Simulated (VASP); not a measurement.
Band structure of TiSe$_{2}$ (1T layered). These are PBE GGA with D3 dispersion (zero damping), VASP's PBE PAW potentials (set 64) (plane waves; VASP) values and carry that method's errors.

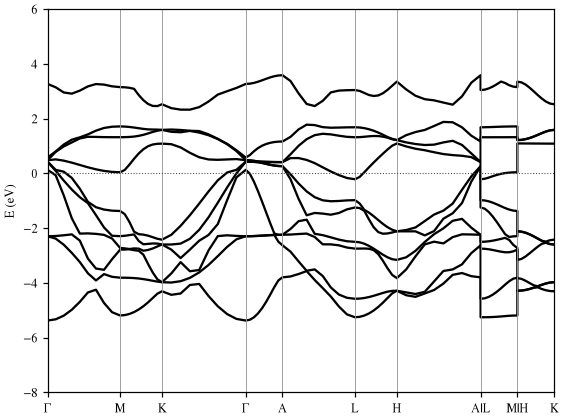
Figure. Bands along high-symmetry lines, zero at the valence-band maximum or, without a gap, the Fermi level

**Question.** Read the plot: is there a gap, and where are the band edges?

**Answer.** It has no gap at this level: it comes out as a metal or semimetal. (Edges off the drawn lines would not show.)

The compound is TiSe2 in the 1T layered structure. It was relaxed first.
